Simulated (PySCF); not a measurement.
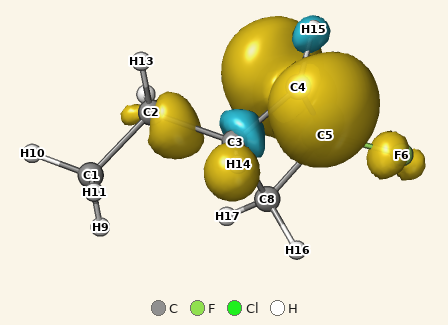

C₆H₉ClF (doublet). Isosurfaces of the spin density at +0.02 (yellow) and −0.02 e/Å³ (cyan), seen at a tilt.

Geometry: GFN2-xTB.

Computed with PySCF, UKS B3LYP, pcH-1 on C Cl F H, non-relativistic, mean-field spin-orbit, GIAO.

```xyz
17

C    -2.2680   -0.0113   -0.0261
C    -1.0234    0.7433    0.4204
C     0.1013   -0.2193    0.8278
C     1.3909    0.4130    1.2066
C     2.0809   -0.1033    0.0317
F     3.2572   -0.7746    0.1812
Cl    2.4534    1.2164   -1.1951
C     0.8416   -0.9221   -0.3383
H    -2.0453   -0.6610   -0.8686
H    -3.0416    0.6889   -0.3304
H    -2.6581   -0.6223    0.7848
H    -0.6610    1.3818   -0.3865
H    -1.2616    1.3790    1.2749
H    -0.2941   -0.9061    1.5842
H     1.6740    1.1294    1.9502
H     0.9982   -1.9885   -0.1961
H     0.4488   -0.7312   -1.3326
```

### Which atoms carry the spin?

The unpaired spin (1 electron) lies mostly on C4 (about 0.6) and Cl7 (about 0.1), in electrons by Hirshfeld's partition.
